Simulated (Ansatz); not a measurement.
## Fields on a plane of MgO (rock salt)

```
CELL_PARAMETERS angstrom
      0.00000     2.12687     2.12687
      2.12687     0.00000     2.12687
      2.12687     2.12687     0.00000
ATOMIC_POSITIONS crystal
  O  0.00000 0.00000 0.00000
  Mg 0.50000 0.50000 0.50000
```

The slice is a {100} plane (indices of the conventional cell) through the point (0.000, 0.000, 0.000) (fractional), spanned by u = [100] and v = [0 1 -1] in vectors of this cell: u (3.01 Å) and v (3.01 Å, at 90° to u). It covers one period; positions are fractions (u, v).

Atoms on it: O at (0.00, 0.00); Mg at (0.50, 0.50).

The numbers are results of PBE (plane waves to 420 eV, PAW, scalar-relativistic; Ansatz, an electronic-structure program), not measurements. k mesh 13×13×13. Inside the PAW spheres the values are not all-electron values, and peaks at nuclei hang on which shells count as valence. MgO was relaxed with its symmetry unable to fall.

```
|xxxxxxxxxx@@@@@%%%@@@@@xxxxxxxxx|
|xxxxxxxxxx@@@%%%%%%%@@@xxxxxxxxx|
|xxxxxxxxxx%%%#######%%%xxxxxxxxx|
|xxxxxxxxx###**+++++**###xxxxxxxx|
|xxxxxxxxx#*++=--:--=++*#xxxxxxxx|
|xxxxxxxx*++-:.     .:-++*xxxxxxx|
|xxxxxxx*+=-. xxxxxxx .-=+*xxxxxx|
|xxxxxx*+=: xxxxxxxxxxx :=+*xxxxx|
|xxxx##*=: xxxxxxxxxxxxx :=*##xxx|
|@@@%#*+- xxxxxxxxxxxxxxx -+*#%@@|
|@@@%#+-.xxxxxxxxxxxxxxxxx.-+#%@@|
|@@@%*+: xxxxxxxxxxxxxxxxx :+*%@@|
|@@%#*=.xxxxxxxxxxxxxxxxxxx.=*#%@|
|@@%#+- xxxxxxxxxxxxxxxxxxx -+#%@|
|@%%#+- xxxxxxxxxxxxxxxxxxx -+#%%|
|@%%*+: xxxxxxxxxxxxxxxxxxx :+*%%|
|@%%#+- xxxxxxxxxxxxxxxxxxx -+#%%|
|@@%#+- xxxxxxxxxxxxxxxxxxx -+#%@|
|@@%#*=.xxxxxxxxxxxxxxxxxxx.=*#%@|
|@@@%*+: xxxxxxxxxxxxxxxxx :+*%@@|
|@@@%#+-.xxxxxxxxxxxxxxxxx.-+#%@@|
|@@@%#*+- xxxxxxxxxxxxxxx -+*#%@@|
|xxxx##*=: xxxxxxxxxxxxx :=*##xxx|
|xxxxxx*+=: xxxxxxxxxxx :=+*xxxxx|
|xxxxxxx*+=-. xxxxxxx .-=+*xxxxxx|
|xxxxxxxx*++-:.     .:-++*xxxxxxx|
|xxxxxxxxx#*++=--:--=++*#xxxxxxxx|
|xxxxxxxxx###**+++++**###xxxxxxxx|
|xxxxxxxxxx%%%#######%%%xxxxxxxxx|
|xxxxxxxxxx@@@%%%%%%%@@@xxxxxxxxx|
|xxxxxxxxxx@@@@@%%%@@@@@xxxxxxxxx|
|xxxxxxxxxx@@@@@@@@@@@@@xxxxxxxxx|
```
Scale: ten equal steps from 0.76 (start of ' ') to 8.31 (end of '@'), in the order ' .:-=+*#%@'. Values: electrostatic potential energy of an electron, from the cell's mean, in eV. The map has 32 points along u (one character each, u = 0 at the left) and 32 along v (v = 0 in the bottom row). Points within 0.9 Å of a nucleus are blanked (x), as the pseudised field means little there. The zero, the cell's mean, hangs on the PAW cores.

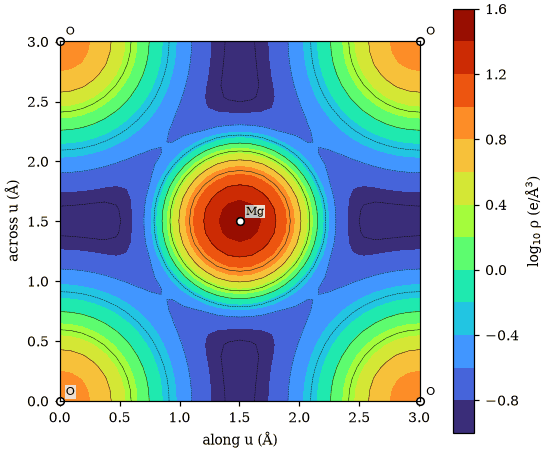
Log₁₀ of the valence density in e/Å³, one period of the plane, atoms marked. The scale is logarithmic, as a density can span decades between atoms and voids.

| Property | Value |
|---|---|
| Density on the O–Mg line (2.13 Å) at its density minimum, 1.2 Å from O | 0.25 e/Å³ |
| ELF at that point | 0.1 |
| Character of the O–Mg contact (rough rule: ELF there above 0.7 covalent, below 0.2 ionic, polar between) | closed-shell (ionic) |
